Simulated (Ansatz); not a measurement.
A series of calculations on C$_{4}$H$_{9}$N

## 1. Relaxation

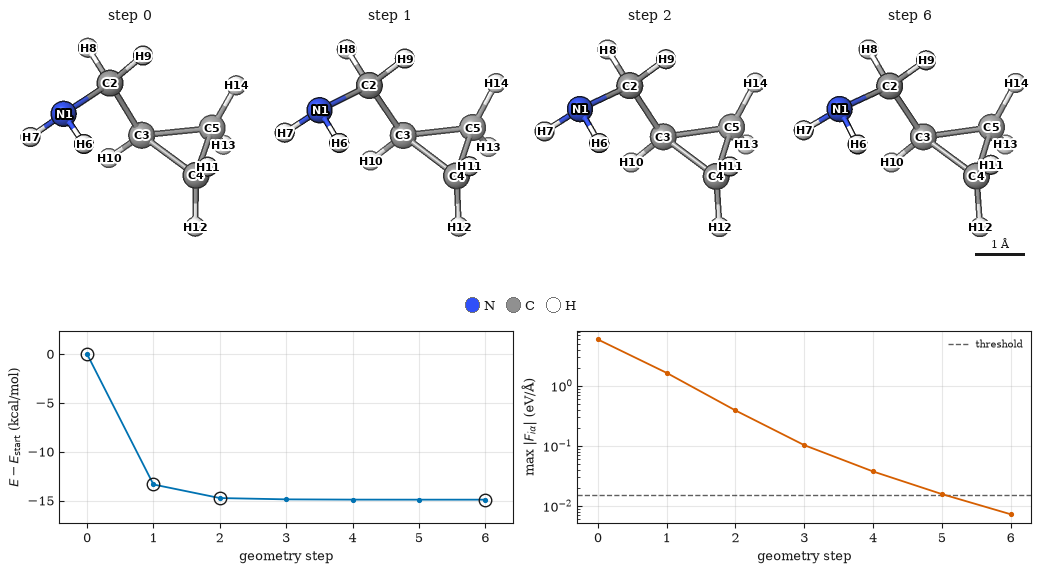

Frames of a relaxation of C$_{4}$H$_{9}$N, marked on the history of the run. Style: ball-and-stick. Shown at a tilt.

The run prepares an end point of a later path (torsion) calculation, from a guessed geometry.

Theory: Ansatz, RKS PBE0-D4/def2-SVP. Set-up: no spin polarisation; force threshold 0.015 eV/Å; at most 40 steps.

What happens along the run?

Answer. The atom that moves furthest after the best rigid fit is H7 (0.20 Å). By element the largest moves are H 0.20 Å, N 0.13 Å, C 0.08 Å. Near-neighbour distances that change, for instance: C4–H11 1.013 → 1.095 Å, N1–H6 0.940 → 1.019 Å, C3–C4 1.574 → 1.502 Å, C3–H10 1.059 → 1.097 Å. Among the angles between lasting bonds that change: N1–C2–C3 108.2° → 115.9°, C3–C4–H12 112.1° → 118.9°, C3–C2–H9 114.6° → 108.6°. After 6 geometry steps the energy has fallen by 14.9 kcal/mol. The largest force component goes from 5.9 to 0.0073 eV/Å. The run took 18 s on 2 threads of Intel(R) Xeon(R) Platinum 8488C (Sapphire Rapids) (shared host), peak memory 0.28 GiB. From step 0 to 1: H7 moves most (0.16 Å), energy −13.3 kcal/mol. From step 1 to 2: H13 moves most (0.07 Å), energy −1.39 kcal/mol. From step 2 to 6: H6 moves most (0.05 Å), energy −0.17 kcal/mol.

```csv
step,"E − E(0), kcal/mol","largest force component, eV/Å"
0,0.00,5.8936
1,-13.34,1.6383
2,-14.73,0.3886
3,-14.87,0.1028
4,-14.89,0.0375
5,-14.90,0.0158
6,-14.90,0.0073
```

## 2. Relaxation

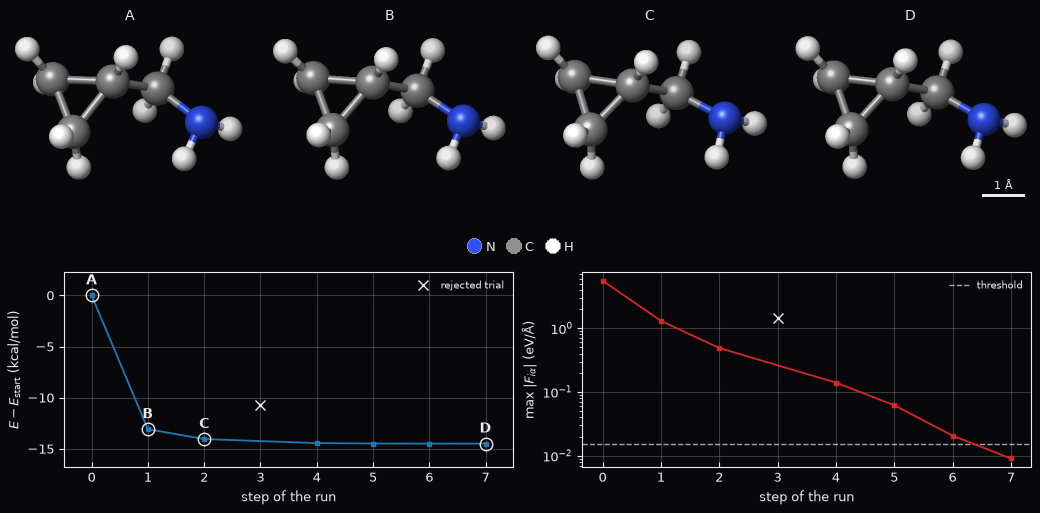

Frames of a relaxation of C$_{4}$H$_{9}$N, marked on the history of the run. A ball-and-stick model, seen at a tilt.

The run prepares an end point of a later path (torsion) calculation, from a guessed geometry.

Theory: Ansatz 0.2.0, RKS PBE0-D4/def2-SVP.

The input:
```yaml
crystal:
  periodic: [false, false, false]
  atoms:
    - { symbol: "N", position_ang: [-0.0466, 0.798, 1.9352] }
    - { symbol: C, position_ang: [-0.1053, 1.1181, 0.4949] }
    - { symbol: C, position_ang: [-1.12109, 2.21143, 0.29797] }
    - { symbol: C, position_ang: [-2.63566, 1.78301, 0.33605] }
    - { symbol: C, position_ang: [-1.97299, 2.22971, -0.96726] }
    - { symbol: H, position_ang: [0.5559, 0.0977, 2.1083] }
    - { symbol: H, position_ang: [-0.9861, 0.5077, 2.2109] }
    - { symbol: H, position_ang: [0.85383, 1.41602, 0.0889] }
    - { symbol: H, position_ang: [-0.34805, 0.17319, -0.00899] }
    - { symbol: H, position_ang: [-0.8089, 3.12426, 0.73516] }
    - { symbol: H, position_ang: [-2.89541, 0.81968, 0.51098] }
    - { symbol: H, position_ang: [-3.27185, 2.54528, 0.82472] }
    - { symbol: H, position_ang: [-2.15079, 3.23014, -1.39213] }
    - { symbol: H, position_ang: [-1.80088, 1.45436, -1.67778] }
basis:
  gaussian: { orbitals: def2-SVP }
hamiltonian:
  xc: pbe0
  dispersion: d4
relax:
  f_tol: 0.015
  max_steps: 40
output:
  orbitals: {}
```

Command:
```bash
ansatz run input.yaml --threads 2 --pin off --max-ram 3072MiB --backend cpu --events-out ev --progress --plain --runs-dir out
```

Q: What happens along the run?

A: The energy falls by 14.5 kcal/mol in 6 accepted moves (7 points after the start). The largest force component goes from 5.6 to 0.0091 eV/Å. The line search rejected the trial step at point 3 of the run. The largest move after the best rigid fit is that of H7, 0.23 Å. By element the largest moves are H 0.23 Å, C 0.09 Å, N 0.09 Å. Some distances before and after: C4–H11 1.013 → 1.095 Å, N1–H6 0.940 → 1.017 Å, C3–C4 1.574 → 1.503 Å, C3–H10 1.059 → 1.095 Å. Bond angles that change, for instance: N1–C2–H9 105.7° → 114.8°, C3–C2–H9 114.6° → 108.0°, C3–C4–H12 112.1° → 118.6°. Cost: 20 s on 2 threads of Intel(R) Xeon(R) Platinum 8488C (Sapphire Rapids), on a shared host, peak memory 0.28 GiB. From step 0 to 1: H7 moves most (0.12 Å), energy −13.1 kcal/mol. From step 1 to 2: H7 moves most (0.20 Å), energy −0.96 kcal/mol. From step 2 to 7: H7 moves most (0.09 Å), energy −0.45 kcal/mol.

## 3. Path

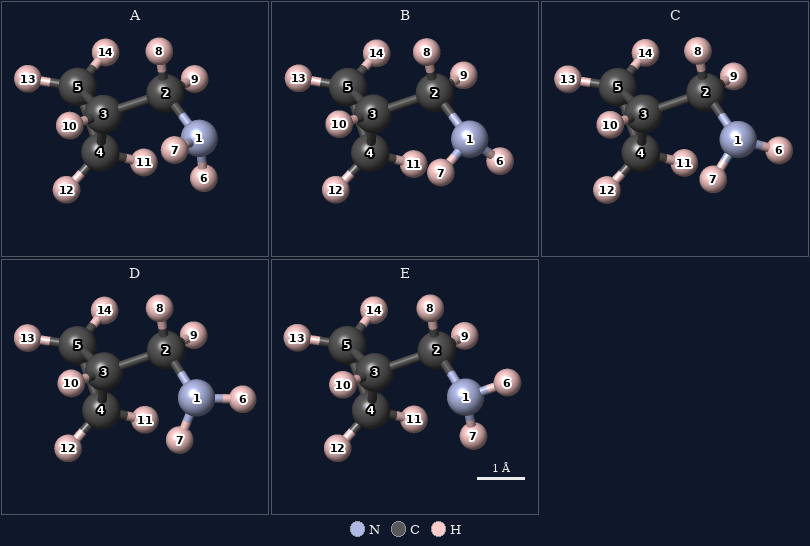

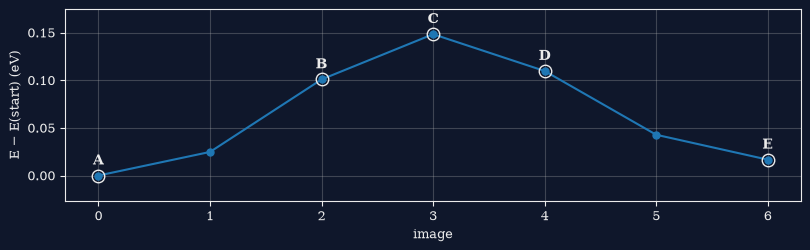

A nudged-elastic-band calculation for C4H9N. Images are numbered from 0 (start) to 6 (end). Frames A to E are images 0, 2, 3, 4, 6. A ball-and-stick model, seen from a free direction.

Computed with RKS PBE0-D4/def2-SVP in Ansatz 0.2.0. Run with 5 movable images; climbing image; force threshold 0.05 eV/Å; iteration limit 60; starting path through a guess of the saddle point.

**What happens along the path, and what is the barrier?**

The motion is a rotation about the N1–C2 bond by about 125°. No bond forms or breaks between the ends. Bond angles that change up to the highest image, for instance: N1–C2–C3 115.9° → 113.4°, N1–C2–H9 108.5° → 110.9°. Forward barrier 0.148 eV, backward barrier 0.132 eV, with image 3 at the top; the reaction energy is +0.017 eV. The band converged in 6 iterations. The largest component of the band force went from 10 to 0.031 eV/Å. The climbing image converged on the top of the path. Its vibrational analysis gives one imaginary mode (322i cm⁻¹), as a transition state must have.

Cost: 81 s on 2 threads of Intel(R) Xeon(R) Platinum 8488C (Sapphire Rapids), with other jobs on the host, peak memory 0.28 GiB.
